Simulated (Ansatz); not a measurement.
```yaml
crystal:
  lattice:
    - [4.51519, 0.00000, 0.00000]
    - [0.00000, 4.51519, 0.00000]
    - [0.00000, 0.00000, 13.71698]
  atoms:
    - { symbol: Ca, position: [0.00000, 0.00000, 0.00000] }
    - { symbol: Ca, position: [0.50000, 0.50000, 0.50000] }
    - { symbol: Tl, position: [0.00000, 0.50000, 0.25000] }
    - { symbol: Tl, position: [0.50000, 0.00000, 0.75000] }
    - { symbol: Tl, position: [0.50000, 0.00000, 0.25000] }
    - { symbol: Tl, position: [0.00000, 0.50000, 0.75000] }
    - { symbol: Ge, position: [0.00000, 0.00000, 0.58845] }
    - { symbol: Ge, position: [0.50000, 0.50000, 0.08845] }
    - { symbol: Ge, position: [0.00000, 0.00000, 0.41155] }
    - { symbol: Ge, position: [0.50000, 0.50000, 0.91155] }
```

Space group I4/mmm; a structure generated by program, which may or may not match a known phase.

The calculation used Ansatz 0.2.0, DFT PBE, scalar-relativistic, plane waves, PAW.

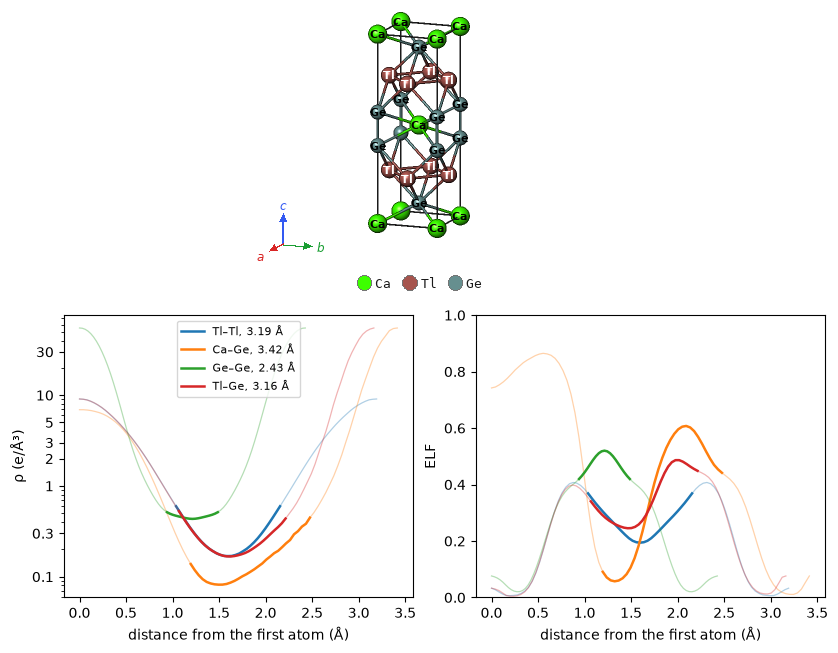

CaTl2Ge2. Valence pseudo-density and ELF along straight lines between neighbouring atoms. Thin, pale parts lie inside the atomic spheres. The structure is drawn too.

Core electrons are frozen (PAW), and the valence fields are smoothed inside the atomic spheres.

Question: Compare the contacts.

Answer: Tl–Tl (3.19 Å): the density is about 0.17 e/Å³ at the midpoint; the ELF is about 0.20 at the midpoint (no localised pair shows between them).
Ca–Ge (3.42 Å): ρ is about 0.09 e/Å³ halfway, with its minimum of 0.08 e/Å³ about 1.5 Å from Ca; the ELF peaks at about 0.60 in the valence shell of Ge, 1.3 Å from its nucleus, and drops to about 0.05 between the two atoms.
Ge–Ge (2.43 Å): ρ is about 0.43 e/Å³ halfway; the ELF reaches about 0.50 near the midpoint.
Tl–Ge (3.16 Å): ρ is about 0.17 e/Å³ halfway; the ELF is about 0.25 at the midpoint: no shared electron pair shows on this line.
